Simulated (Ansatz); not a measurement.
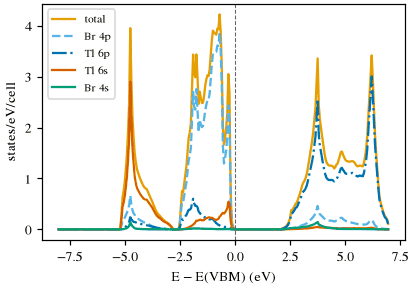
Figure: Total and projected density of states of TlBr (CsCl type, space group No. 221), DFT-PBE in the program Ansatz with PAW potentials

Task: Which orbitals carry the states next to the gap?

Result: Top 1 eV of the valence band: Br 4p 87 %, Tl 6s 10 %. Bottom 1 eV of the conduction band: Tl 6p 82 %, Br 4p 7 %, Br 4s 7 %. Projections are on Löwdin-orthogonalised atomic valence shells; empty p or d shells of many metals are not among them.

Task: Where is the tallest occupied peak in this window, and what makes it?

Result: Near -0.7 eV, about 4.2 states/eV per cell; the largest projected share is Br 4p.

Space group Pm-3m (CsCl type). Symmetry was held in the PBE relaxation. Scalar-relativistic: spin–orbit coupling is off unless named, which matters more the heavier the elements.

Potentials: the later of the program's two PAW sets.
